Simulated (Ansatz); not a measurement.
**W, pressure series**

The parent structure is W in the fcc (Cu type) structure (space group Fm-3m, No. 225).

```
CELL_PARAMETERS angstrom
      0.00000     1.99880     1.99880
      1.99880     0.00000     1.99880
      1.99880     1.99880     0.00000
ATOMIC_POSITIONS crystal
  W  0.00000 0.00000 0.00000
```

Cell and atoms are relaxed at each pressure.

Calculations: plane-wave PAW DFT at the PBEsol level (Ansatz, an electronic-structure program, 420 eV), no SOC.

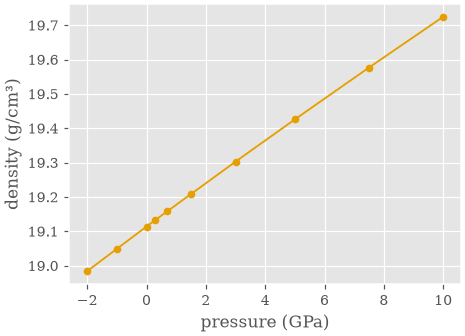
Figure. Density against pressure

| pressure (GPa) | density |
|---|---|
| -2 | 18.98 g/cm³ |
| -1 | 19.05 g/cm³ |
| 0.3 | 19.13 g/cm³ |
| 0.7 | 19.16 g/cm³ |
| 1.5 | 19.21 g/cm³ |
| 3 | 19.30 g/cm³ |
| 5 | 19.43 g/cm³ |
| 7.5 | 19.58 g/cm³ |
| 10 | 19.72 g/cm³ |

Load acts through the strain it causes; cell and atoms are relaxed under it. No phonon test of stability was made. Competing high-pressure phases were not computed. The final runs are not spin-polarised. This is not the structure that W has at room temperature and ambient pressure.
